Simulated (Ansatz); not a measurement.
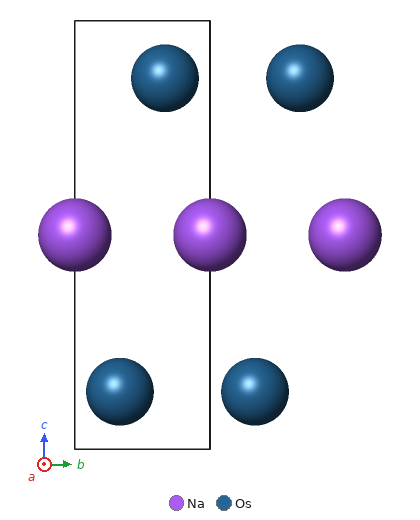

The picture looks along a close-packed row of the hexagonal mesh; c points upwards. Every atom sits on one of the three columns of the mesh; call them A, B, C in the order in which they first turn up. The sequence starts with the first layer at or above the cell's origin.

NaOs₂ (space group P-3m1, No. 164): the geometry relaxed with DFT PBE, scalar-relativistic, plane waves, PAW in Ansatz 0.2.0; the starting structure was generated, so it need not be a known form of this composition.

List the layers of one repeat.

Os(A) – Na(B) – Os(C) (three layers in 7.58 Å).
